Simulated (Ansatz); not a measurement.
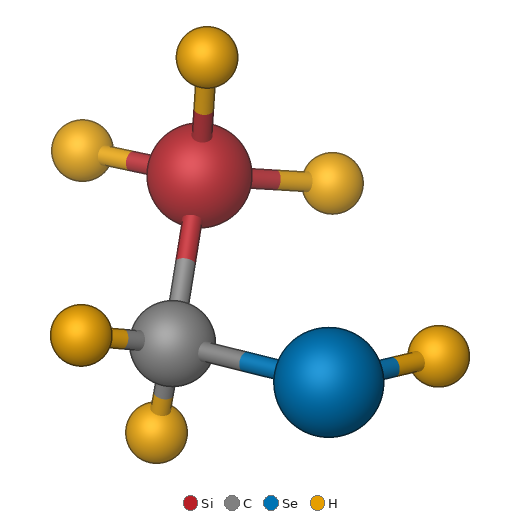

Computed geometry: PBE0-D4/def2-TZVP optimisation. Program: Ansatz 0.2.0.

Tabulate HOMO–LUMO gap (eV), HOMO energy (eV), dipole (D) at these levels: B3LYP-D4/def2-TZVPP; PBE-D4/def2-TZVPP; r2SCAN-D4/def2-TZVPP; ωB97M-V/def2-TZVPP.

```tsv
level	HOMO–LUMO gap (eV)	HOMO energy (eV)	dipole (D)
B3LYP-D4/def2-TZVPP	5.86	−6.37	0.99
PBE-D4/def2-TZVPP	4.30	−5.46	0.95
r2SCAN-D4/def2-TZVPP	4.84	−5.71	1.04
ωB97M-V/def2-TZVPP	10.26	−8.80	0.98
```
